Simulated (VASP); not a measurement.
Band structure of Gd (space group P6_3/mmc). All values below come from PBE GGA, VASP's PBE PAW potentials (set 64) (plane waves; VASP 6.6.1).

The run has a spin-polarised start.

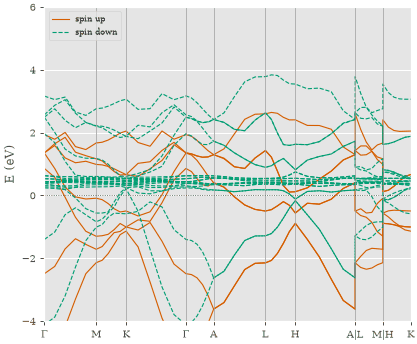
Fig. 1. Bands along high-symmetry lines, zero at the valence-band maximum or, without a gap, the Fermi level

Task: Read the plot: is there a gap, and where are the band edges?

Result: It has no gap at this level: it comes out as a metal or semimetal.

The structure comes from a computed database's Gd entry; how it stands against other phases isn't given here. The cell was not relaxed at this level.
